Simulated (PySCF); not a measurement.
# C3H4FN2, charge −1, SMILES `[F-].c1c[nH]cn1`: electronic structure

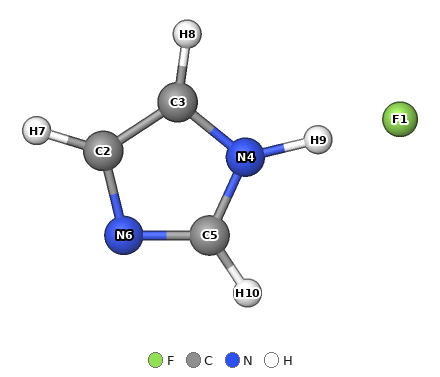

The molecule, with its atoms numbered as below.

Coordinates in Å:

```
F1      -2.8493   -0.0204    0.0000
C2       1.7112   -0.6125    0.0000
C3       0.4248   -1.0840    0.0000
N4      -0.3962   -0.0034    0.0000
C5       0.4179    1.0576    0.0000
N6       1.7014    0.7469    0.0000
H7       2.6376   -1.1624    0.0000
H8       0.0396   -2.0865    0.0000
H9      -1.5468   -0.0073    0.0000
H10      0.0532    2.0688    0.0000
```

Part 1: Bonding charge

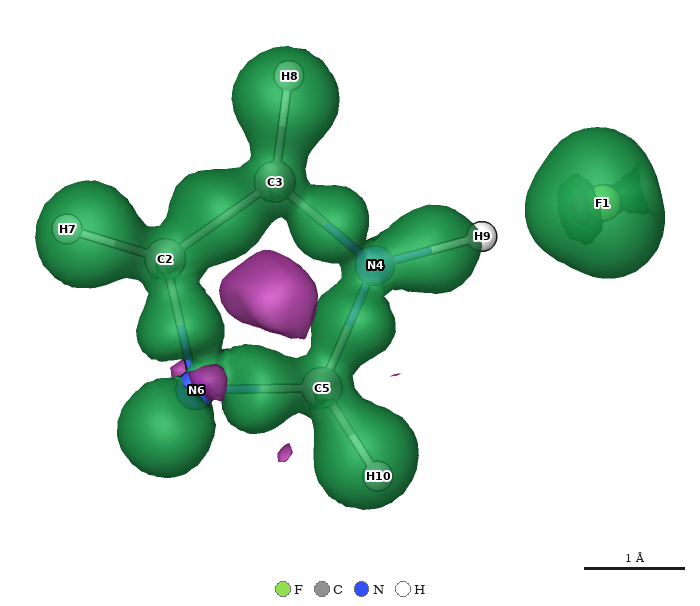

Deformation density (molecule less spherical, spin-averaged free atoms at the same positions), surfaces at ±0.1 e/Å³; green: gain, purple: loss.

Computed with PySCF, r2SCAN/aug-cc-pVDZ, geometry: an unrelaxed start of a pair search.

Q: Describe the bonding that the map shows.

A: The five largest and four smallest: C5–H10: +0.71 e/Å³ at the bond critical point (bond length 1.07 Å). C3–H8: +0.69 e/Å³ at the bond critical point (bond length 1.07 Å). C2–H7: +0.67 e/Å³ at the bond critical point (bond length 1.08 Å). C2–C3: +0.61 e/Å³ at the bond critical point (bond length 1.37 Å). C5–N6: +0.52 e/Å³ at the bond critical point (bond length 1.32 Å). N4–C5: +0.40 e/Å³ at the bond critical point (bond length 1.34 Å). N4–H9: +0.35 e/Å³ at the bond critical point (bond length 1.15 Å). C3–N4: +0.34 e/Å³ at the bond critical point (bond length 1.36 Å). F1–H9: +0.01 e/Å³ at the bond critical point (bond length 1.30 Å); up to 0.6 Å beside the axis the gain reaches +0.18 e/Å³. In all, 2.6 electrons gather in the regions of gain relative to the promolecule of neutral atoms (this includes the anion's extra charge). A small or negative value marks a very polar bond, one between electron-rich atoms, whose free-atom densities already overlap strongly, a long bond to a heavier atom, or a closed-shell contact such as a hydrogen bond.

Q: Where do the Hirshfeld charges lie?

A: The highest Hirshfeld charge is on H9 (+0.04 e), the lowest on F1 (−0.56 e).

| atom | charge (e) |
| --- | --- |
| F1 | −0.56 |
| C2 | −0.10 |
| C3 | −0.07 |
| N4 | −0.10 |
| C5 | −0.01 |
| N6 | −0.28 |
| H7 | +0.01 |
| H8 | +0.03 |
| H9 | +0.04 |
| H10 | +0.03 |

Part 2: Bond critical points

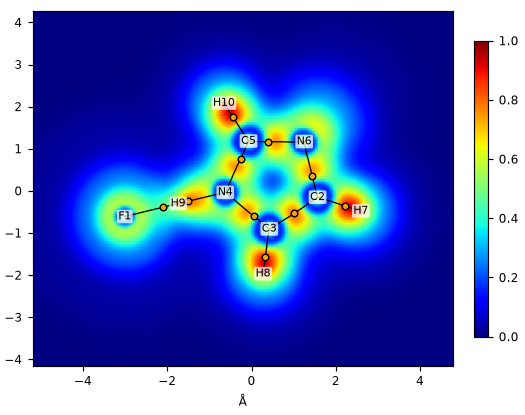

Localised orbital locator (LOL) in the molecular plane, with bond paths and bond critical points (dots).

Q: What values does LOL take at the bond critical points in this plane?

A: C5–H10: about 0.89; C3–H8: about 0.89; C2–H7: about 0.88; N4–H9: about 0.79; C2–C3: about 0.78; C2–N6: about 0.66; C5–N6: about 0.62; C3–N4: about 0.59; N4–C5: about 0.58; F1–H9: about 0.47. Values above 0.5 mark slow, localised electrons, as in shared pairs; low values at a critical point mark a polar or closed-shell contact whose critical point lies between the shells.

Q: Where along N4–H9 does the critical point lie?

A: 0.90 Å from N4 and 0.25 Å from H9.

Part 3: Electrostatic potential

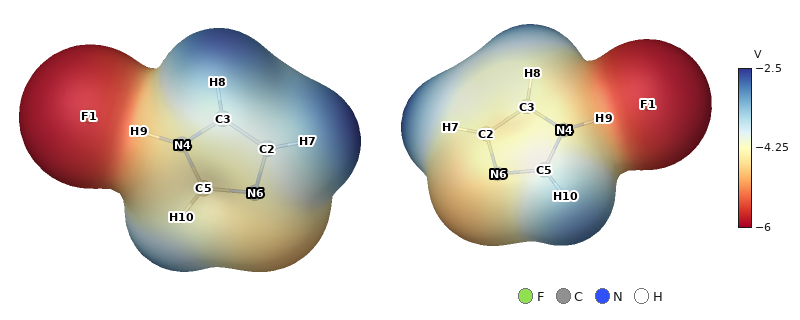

Electrostatic potential on the surface of electron density 0.001 a.u. (back view left, front view right).

Q: Where are the extremes of the potential on the surface?

A: Highest: −2.53 V, 1.4 Å from H7. Further maxima include −5.84 V, 1.8 Å from F1. Lowest: −5.90 V, off the molecular plane, over F1 (1.8 Å), and at like points elsewhere. Further minima include −4.88 V, 2.1 Å from N6. The surface is sampled at points, so like sites can differ by a few per cent and only the strongest of them is named.

The PySCF run shown took 71 s on 1 thread of Arm Neoverse V1, with other jobs on the host.
